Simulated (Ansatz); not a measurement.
The structure below was relaxed with r2SCAN in Ansatz (plane waves to 500 eV, PAW, scalar-relativistic without spin-orbit coupling), earlier PAW set, at pressure 1.5 GPa.

```
CELL_PARAMETERS angstrom
      0.00000     2.24345     2.24345
      2.24345     0.00000     2.24345
      2.24345     2.24345     0.00000
ATOMIC_POSITIONS crystal
  N  0.75000 0.75000 0.75000
  Ga 0.00000 0.00000 0.00000
```

Task: Find the space group and the Wyckoff positions.

Result: Space group F-43m (No. 216); a = b = c = 4.4869 Å, α = β = γ = 90.00°

| atom | site | symmetry | x | y | z |
|---|---|---|---|---|---|
| N | 4c | -43m | 0.2500 | 0.2500 | 0.2500 |
| Ga | 4a | -43m | 0.0000 | 0.0000 | 0.0000 |

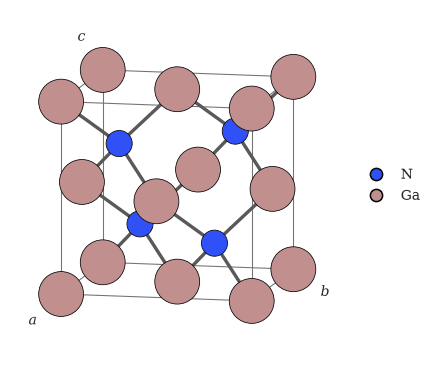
*The conventional cell*

Load acts through the strain it causes; cell and atoms are relaxed under it. Whether these cells are dynamically stable was not tested. The cell was made from GaN in the zinc blende structure (space group F-43m, No. 216) by this change: pressure 1.5 GPa. This is not the structure that GaN has at room temperature and ambient pressure.

Ansatz is a program for electronic structure.
